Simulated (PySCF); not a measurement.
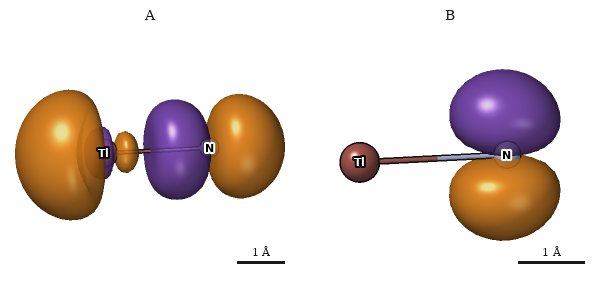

Figure. TlN (triplet). Two frontier α-spin orbitals, each drawn at the value that holds 80 % of its norm (orange and purple are the two phases), in no order; of a degenerate pair one member is drawn.

Core potentials replace the inner electrons of Tl.

All numbers below come from PBE0/aug-cc-pVDZ(-PP), non-relativistic Hamiltonian with scalar-relativistic core potentials where named, at a bond length of 2.332 Å (PySCF).

Question: Name the orbitals and rank them from lowest to highest energy.

Answer: Orbital B: π, occupied in this spin, −7.92 eV; mainly on N (90 %).
Orbital A: σ, occupied in this spin, −6.23 eV; shared between the atoms (Tl 35 %, N 65 %).
